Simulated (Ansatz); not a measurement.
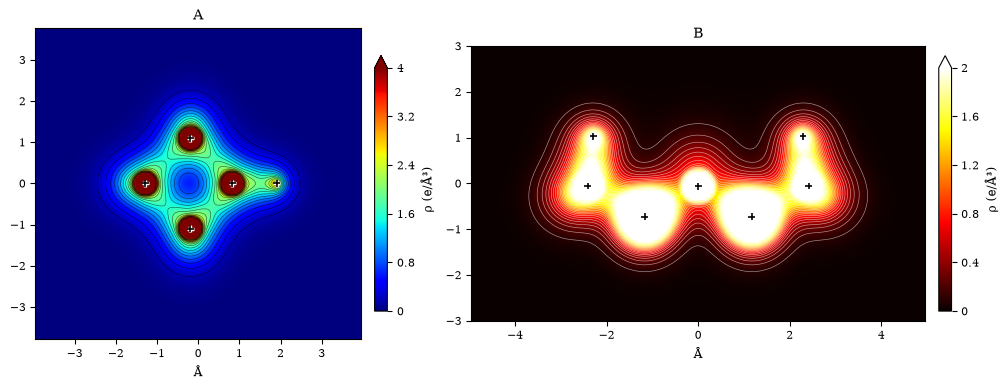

The electron density of 2 systems, each on a plane through atoms (crosses mark nuclei in the plane).

The calculation used UKS PBE0-D4/def2-TZVPP (Ansatz).

System 1: C₂H₆BO₂ (SMILES CO[B]OC) (doublet), the plane of atoms C1, O2 and B3. Geometry: PBE0-D4/def2-TZVP.

```xyz
11

C    -0.6058    2.1146   -0.9774
O    -0.7161    0.7120   -0.8502
B     0.0253    0.0081    0.0177
O    -0.1044   -1.3230    0.1160
C     0.6606   -2.0940    1.0194
H    -0.3410    2.3558   -2.0087
H     0.1545    2.5190   -0.3046
H    -1.5715    2.5684   -0.7456
H     1.2412   -2.8269    0.4557
H     1.3387   -1.4684    1.6050
H    -0.0161   -2.6228    1.6935
```

System 2: C₄H₇ (SMILES [CH]1CCC1) (doublet), the plane of atoms C2, C3 and C4. Geometry: PBE0-D4/def2-TZVP.

```xyz
11

C    -0.3340    0.6711   -0.8575
C    -0.0052    0.9388    0.5738
C     0.2841   -0.5780    0.7301
C    -0.0579   -0.7932   -0.7683
H    -0.6432    1.3126   -1.6733
H    -0.8273    1.3224    1.1913
H     0.8568    1.5949    0.7499
H    -0.3828   -1.0936    1.4217
H     1.3133   -0.8174    0.9987
H     0.7731   -1.1596   -1.3847
H    -0.9117   -1.4550   -0.9610
```

Question: Match each panel to its system.

Answer: Panel A is system 2, C₄H₇: the plane holds C and H. C–C (1.49 Å): ρ is about 1.7 e/Å³ halfway. Panel B is system 1, C₂H₆BO₂: the plane holds C, O, B and H. B–O (1.34 Å): the density is about 2.2 e/Å³ at the midpoint.
